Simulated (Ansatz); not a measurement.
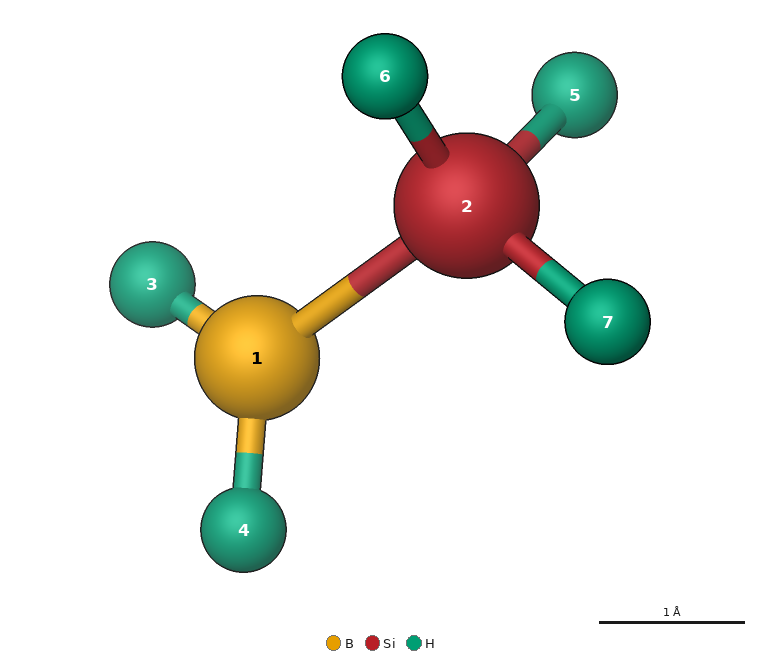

(Drawn from a calculation with Ansatz.)

The atoms are numbered. Geometry: moved along internal coordinates away from the minimum.

**Describe the coordination of atom 1.**

B1 has 3 neighbours (Si2 at 2.01, H3 at 1.05, H4 at 1.19 Å); the arrangement is trigonal planar.

**How are the neighbours of atom 2 arranged?**

Si2 has 4 neighbours (B1 at 2.01, H5 at 1.49, H6 at 1.35, H7 at 1.49 Å); the arrangement is tetrahedral.
